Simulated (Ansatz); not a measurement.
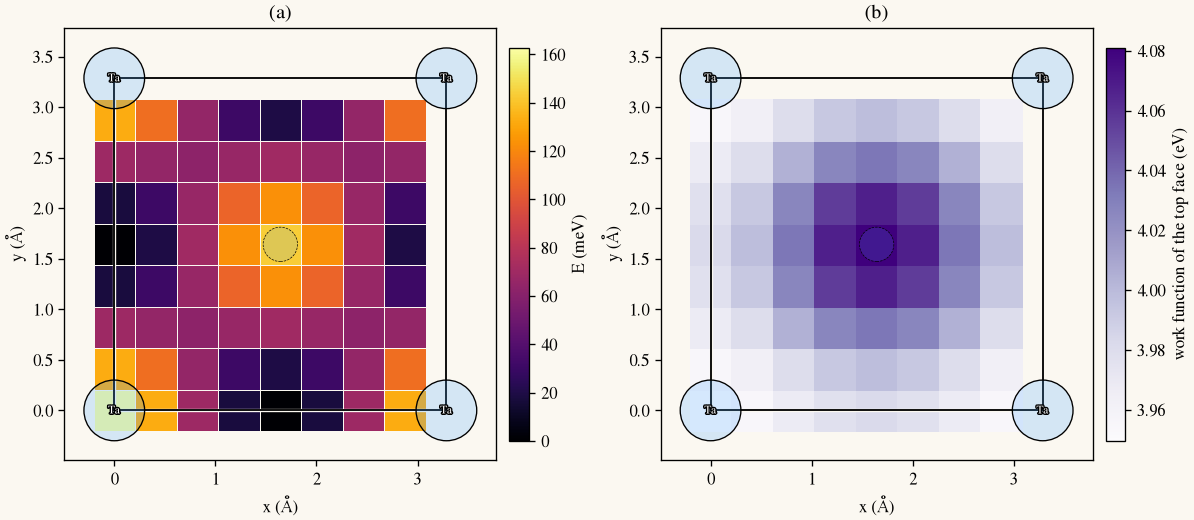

Cu on a Ta(100) slab cut from the Im-3m phase, its upper half relaxed before the scan (16 atoms of substrate and one adsorbate in a 2 × 2 cell). Cu is moved over the surface cell at a fixed height above a rigid substrate; the origin of the map has the adsorbate above Ta13; the height is held at 2.50 Å. Places are given modulo a cell vector. The map is drawn in real space over the plane of the surface. Grid: 8 × 8 points; 15 points were computed and 49 follow by symmetry. Places are given in fractions of the 1 × 1 surface cell. Energies are in meV, from the lowest grid point. The runs have no spin polarisation, so an open-shell adsorbate far from the surface lies too high. At a fixed height the lowest place need not be the adsorption site. The calculation used DFT PBE+D3(BJ), scalar-relativistic, plane waves, PAW (Ansatz). Settings: cutoff 420 eV, k-mesh 4×4×1, gaussian smearing 0.1 eV, no spin polarisation.

Panel (a) is the energy and panel (b) the computed work function of the top face on the same grid.

The picture shows one coloured cell a grid point, labelled circles for the atoms of the top layer and small ones for the second layer, the outline of one cell of the plane.

Question: How does the work function of the top face vary over the map, and what is it at the lowest grid point?

Answer: It runs from 3.95 eV at the top site over a surface Ta atom, (0/8, 0/8) of the cell vectors to 4.08 eV at a fourfold hollow over a second-layer Ta atom, (4/8, 4/8) of the cell vectors. At the lowest grid point, a bridge site between two Ta atoms, (0/8, 4/8) of the cell vectors, it is 3.98 eV.

PAW datasets: the set soft_1.
